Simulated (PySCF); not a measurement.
**[SbS3]-: from HF to coupled cluster**

How much do the numbers for [SbS3]- (singlet) hang on the method? All levels run at one geometry, the PBE0 minimum.

Computed with PySCF 2.14.0. Level: several methods, basis Sb def2-SVPD with ECP28, S def2-SVPD, scalar-relativistic core potentials, no spin–orbit coupling, density fitting.

## 1. Starting geometry

4 atoms, charge -1, spin multiplicity 1.

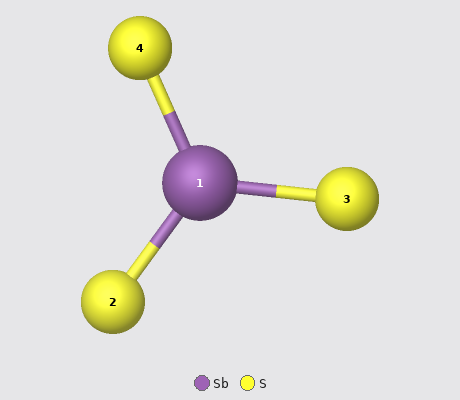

As it starts; antimony purple, sulfur yellow; atoms are numbered from 1 in the order of the file.

Z-matrix (Å, degrees; charge -1 multiplicity 1):
```
Sb
S  1 2.2718
S  1 2.2718 2 120.00
S  1 2.2718 2 120.00 3 180.00
```

## 2. PBE0

One driver script runs all steps and calls PySCF; scf.py shows the equivalent input of each level. Each SCF starts from the density of the minimum. The driver also runs the species with one electron less or more at the same geometry (one less: multiplicity 2); their logs are not shown.

Contents of scf.py:

```python
from pyscf import gto, scf, dft
mol = gto.M(atom='''
Sb     0.000000     0.000000    -0.000000
S      2.271798    -0.000011    -0.000000
S     -1.135889     1.967440     0.000000
S     -1.135908    -1.967429     0.000000''',
    basis={'Sb': 'def2-SVPD', 'S': 'def2-SVPD'},
    ecp={'Sb': 'def2-SVPD'},
    charge=-1, spin=0)
mf = dft.RKS(mol, xc='PBE0')
mf.grids.atom_grid = (99, 590)
aux = {'Sb': 'def2-universal-JKFIT', 'S': 'def2-universal-JKFIT'}
mf = mf.density_fit(auxbasis=aux)
mf.kernel()
```

## 3. HF

Changes to scf.py since step 2:

```diff
@@ -10,2 +10 @@
-mf = dft.RKS(mol, xc='PBE0')
-mf.grids.atom_grid = (99, 590)
+mf = scf.RHF(mol)
```

## 4. PBE

Changes to scf.py since step 3:

```diff
@@ -10 +10,2 @@
-mf = scf.RHF(mol)
+mf = dft.RKS(mol, xc='PBE')
+mf.grids.atom_grid = (99, 590)
```

## 5. CCSD(T)

Changes to scf.py since step 4:

```diff
@@ -10,2 +10 @@
-mf = dft.RKS(mol, xc='PBE')
-mf.grids.atom_grid = (99, 590)
+mf = scf.RHF(mol)
@@ -14,0 +14,3 @@
+from pyscf import cc
+mycc = cc.CCSD(mf, frozen=19).run()
+mycc.ccsd_t()
```

## 6. r2SCAN

Changes to scf.py since step 5:

```diff
@@ -10 +10,2 @@
-mf = scf.RHF(mol)
+mf = dft.RKS(mol, xc='R2SCAN')
+mf.grids.atom_grid = (99, 590)
@@ -14,3 +14,0 @@
-from pyscf import cc
-mycc = cc.CCSD(mf, frozen=19).run()
-mycc.ccsd_t()
```

## 7. B3LYP

Changes to scf.py since step 6:

```diff
@@ -10 +10 @@
-mf = dft.RKS(mol, xc='R2SCAN')
+mf = dft.RKS(mol, xc='B3LYP')
```

## 8. TPSSh

Changes to scf.py since step 7:

```diff
@@ -10 +10 @@
-mf = dft.RKS(mol, xc='B3LYP')
+mf = dft.RKS(mol, xc='TPSSH')
```

## 9. B97-3

Changes to scf.py since step 8:

```diff
@@ -10 +10 @@
-mf = dft.RKS(mol, xc='TPSSH')
+mf = dft.RKS(mol, xc='HYB_GGA_XC_B97_3')
```

## 10. HSE06

Changes to scf.py since step 9:

```diff
@@ -10 +10 @@
-mf = dft.RKS(mol, xc='HYB_GGA_XC_B97_3')
+mf = dft.RKS(mol, xc='HSE06')
```

(Steps that only read results are left out.)

Q: Predict the outcome of this session. Wanted: vertical ionisation energy, range; orbital gap, range; T1, D1.

The runs gave:

| quantity | value |
| --- | --- |
| vertical ionisation energy, range | 3.97 (PBE) to 4.59 (HF) eV |
| orbital gap, range | 2.14 (PBE) to 9.36 (HF) eV |
| T1, D1 | 0.018, 0.079 |

What this shows: The vertical ionisation energy spreads over 0.62 eV, from PBE to HF; without a CCSD(T) value for it there is no yardstick here.  Spin–orbit coupling is left out.
